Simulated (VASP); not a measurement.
Band structure of BaTiO3 (cubic perovskite). All values below come from vdW-DF-cx, VASP's PBE PAW potentials (set 64) (plane waves; VASP 6.6.1).

Unless said otherwise, spin-orbit coupling is left out, though it shifts the bands of the heavy elements here.

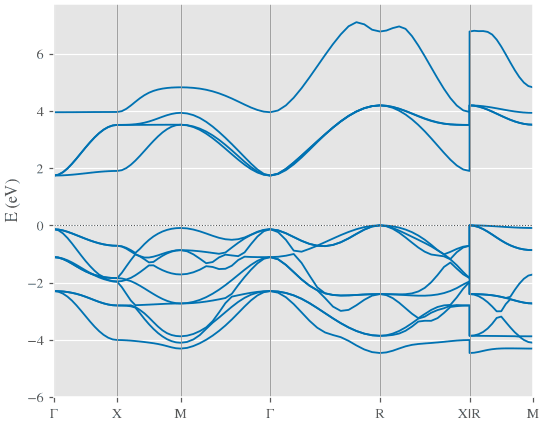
Figure. Bands along high-symmetry lines, zero at the valence-band maximum or, without a gap, the Fermi level

Read the plot: is there a gap, and where are the band edges?

The gap is indirect, 1.74 eV, from the valence maximum at R to the conduction minimum at Γ. (Edges off the drawn lines would not show.)

Measured: gap 3.20 eV (computed value off by -1.46 eV), as given by Yu-ichiro Matsushita et al., Physical Review B (2011), arXiv:1104.2769.

The compound is BaTiO3 in the cubic perovskite structure, the ideal cubic form; the compound distorts at low or room temperature. It was relaxed first.
